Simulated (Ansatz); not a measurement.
**CH$_{3}$NSi: density, localisation and related maps**

The calculation's input:

```
crystal:
  periodic: [false, false, false]
  atoms:
    - { symbol: C, position_ang: [-0.4118, -0.9813, -0.1186] }
    - { symbol: "N", position_ang: [0.7376, -0.8962, 0.2569] }
    - { symbol: Si, position_ang: [-0.025, 0.742, -0.0281] }
    - { symbol: H, position_ang: [-1.0951, -1.7283, -0.3466] }
    - { symbol: H, position_ang: [0.808, 1.363, -1.1135] }
    - { symbol: H, position_ang: [0.0284, 1.4367, 1.3036] }
basis:
  gaussian: { orbitals: cc-pVDZ }
hamiltonian:
  xc: cam_b3lyp
  dispersion: d4
relax:
  f_tol: 0.02
  max_steps: 50
output:
  orbitals: {}
```

Command:

```sh
ansatz run input.yaml --threads 1 --pin off --max-ram 2048MiB --backend cpu --events-out ev --progress --plain --runs-dir out
```

The fields are those of the relaxed geometry.

All numbers below come from RKS CAM-B3LYP-D4/cc-pVDZ (Ansatz).

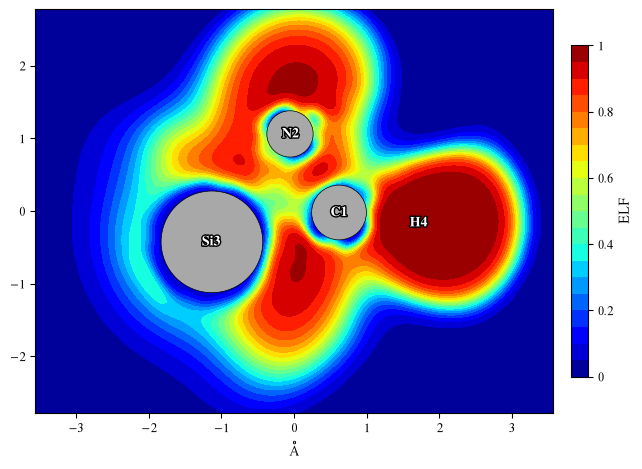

Figure 1. Electron localisation function on the plane of atoms N2, C1 and Si3. Grey discs cover the atomic cores.

### Describe what can be read from this map.

- The section cuts through C, N, Si and H sites.
- C–N (1.27 Å): the ELF peaks at about 0.90 between the atoms (localised, covalent bonding).
- C–Si (1.80 Å): the ELF peaks at about 0.80 between the atoms; localised, covalent bonding.
- Si–N (1.83 Å): the ELF peaks at about 0.80 between the atoms: a polar covalent bond.
- C–H (1.10 Å): the ELF climbs to about 1 towards the hydrogen, as it does in any bond to H (an ordinary covalent bond to hydrogen).
- The ELF also peaks beside N2, away from the bonds: lone-pair regions.

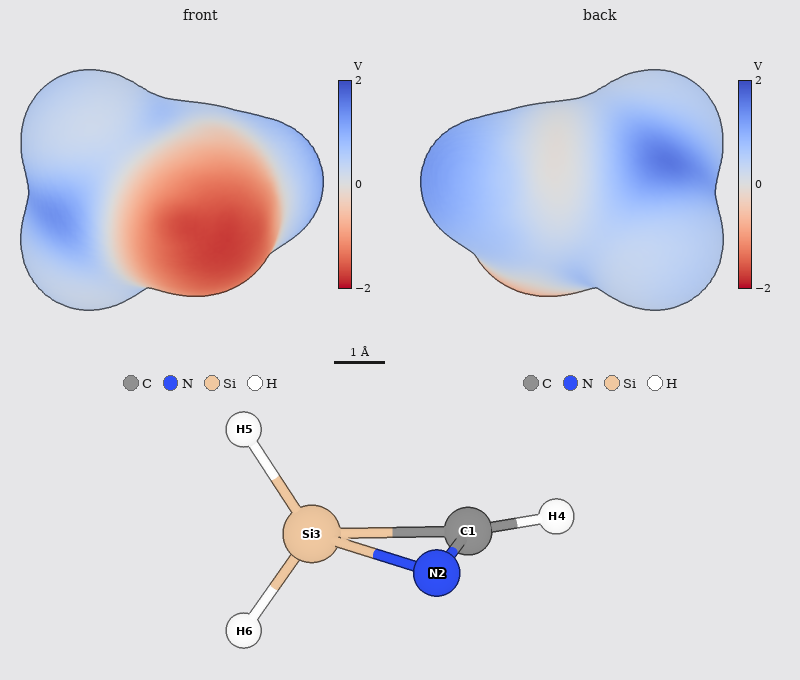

Figure 2. The electrostatic potential painted on the density surface at 0.002 e/bohr³, seen from the front and from behind; red is negative and blue positive. The bare structure is drawn below in the same view.

### Where is the surface potential most negative and most positive?

The most negative region (about −1.7 V) lies over N2, the most positive (about +1.5 V) over Si3. N2 is the likeliest acceptor of a hydrogen bond.

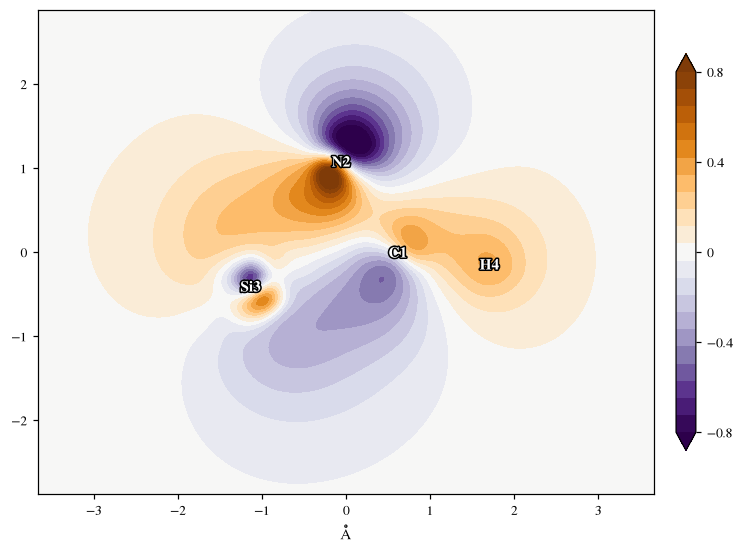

Figure 3. The HOMO on the plane of atoms C1, Si3 and N2 (values in Å⁻³ᐟ²; the overall sign is arbitrary).

### What is the character of this orbital?

Its weight (Hirshfeld) is mainly on N2 (about 40 %), Si3 (about 30 %) and C1 (about 20 %). Its energy is −7.83 eV.
